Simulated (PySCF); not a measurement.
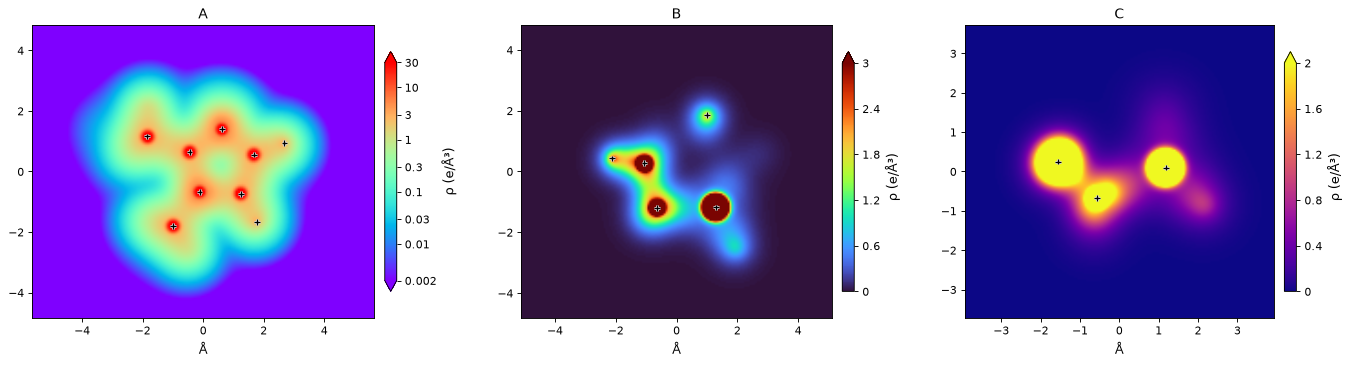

The electron density of 3 systems, each on a plane through atoms (crosses mark nuclei in the plane).

These are results of PBE0/pcSseg-1, SCF density, gas phase, non-relativistic (PySCF 2.14.0), not measurements.

System 1: C₆H₁₀N₂, the plane of atoms C2, C3 and N7. Geometry: GFN2-xTB.

```json
{"atom": "C", "x (Å)": "2.1692", "y (Å)": "-0.5295", "z (Å)": "0.4645"}
{"atom": "C", "x (Å)": "1.3632", "y (Å)": "-0.2195", "z (Å)": "-0.7991"}
{"atom": "C", "x (Å)": "0.1360", "y (Å)": "0.5633", "z (Å)": "-0.4915"}
{"atom": "N", "x (Å)": "0.0191", "y (Å)": "1.8564", "z (Å)": "-0.6555"}
{"atom": "C", "x (Å)": "-1.2322", "y (Å)": "2.1817", "z (Å)": "-0.2411"}
{"atom": "C", "x (Å)": "-1.8843", "y (Å)": "1.0628", "z (Å)": "0.1830"}
{"atom": "N", "x (Å)": "-1.0067", "y (Å)": "0.0249", "z (Å)": "0.0193"}
{"atom": "C", "x (Å)": "-1.2710", "y (Å)": "-1.3454", "z (Å)": "0.3517"}
{"atom": "H", "x (Å)": "1.5887", "y (Å)": "-1.1267", "z (Å)": "1.1642"}
{"atom": "H", "x (Å)": "3.0716", "y (Å)": "-1.0803", "z (Å)": "0.2099"}
{"atom": "H", "x (Å)": "2.4548", "y (Å)": "0.3967", "z (Å)": "0.9565"}
{"atom": "H", "x (Å)": "1.0967", "y (Å)": "-1.1507", "z (Å)": "-1.3068"}
{"atom": "H", "x (Å)": "1.9712", "y (Å)": "0.3812", "z (Å)": "-1.4757"}
{"atom": "H", "x (Å)": "-1.5791", "y (Å)": "3.1947", "z (Å)": "-0.2769"}
{"atom": "H", "x (Å)": "-2.8704", "y (Å)": "0.9129", "z (Å)": "0.5731"}
{"atom": "H", "x (Å)": "-2.3461", "y (Å)": "-1.5219", "z (Å)": "0.3292"}
{"atom": "H", "x (Å)": "-0.7901", "y (Å)": "-2.0080", "z (Å)": "-0.3683"}
{"atom": "H", "x (Å)": "-0.8994", "y (Å)": "-1.5860", "z (Å)": "1.3519"}
```

System 2: C₄H₁₀OSi, the plane of atoms Si3, C4 and C5. Geometry: GFN2-xTB, MD frame at 250 fs, 400 K.

```
atom    x (Å)    y (Å)    z (Å)
   C   1.0078  -0.8534   0.1778
   C   0.8970   0.6337  -0.0269
  Si  -0.7767   1.1815   0.6881
   C  -2.0426  -0.2368   0.3587
   C  -1.2900  -1.5254   0.6375
   O  -0.1108  -1.6565  -0.1379
   H   1.2234  -1.0772   1.2268
   H   1.9214  -1.2162  -0.5236
   H   1.0937   0.8842  -1.1507
   H   1.7928   1.0671   0.5461
   H  -1.1967   2.5985   0.1379
   H  -0.8289   1.2653   2.1982
   H  -2.8972  -0.0127   1.0864
   H  -2.3842  -0.2886  -0.6802
   H  -1.8380  -2.4246   0.3954
   H  -1.1331  -1.5422   1.7596
```

System 3: CH₅F₂NSi, the plane of atoms Si2, C3 and F4. Geometry: GFN2-xTB, MD frame at 250 fs, 300 K.

```xyz
10

N    -1.5990   -0.4718    0.1886
Si   -0.3798    0.7542   -0.0709
C     1.3077   -0.1276   -0.0141
F     1.2946   -1.3443   -0.6419
F     2.2309    0.6764   -0.5491
H    -2.4820   -0.2771    0.5603
H    -1.5183   -1.4482    0.0219
H    -0.4069    1.5003   -1.3303
H    -0.4368    1.8590    0.9106
H     1.6175   -0.3190    1.0295
```

Q: Match each panel to its system.

A: Panel A is system 1, C₆H₁₀N₂: the plane holds C, N and H. C–N (1.31 Å): ρ at the midpoint is about 2.6 e/Å³. Panel B is system 2, C₄H₁₀OSi: the plane holds Si, C and H. C–C (1.52 Å): ρ at the midpoint is about 1.7 e/Å³. Panel C is system 3, CH₅F₂NSi: the plane holds Si, C and F. C–Si (1.90 Å): the density is about 0.99 e/Å³ at the midpoint.
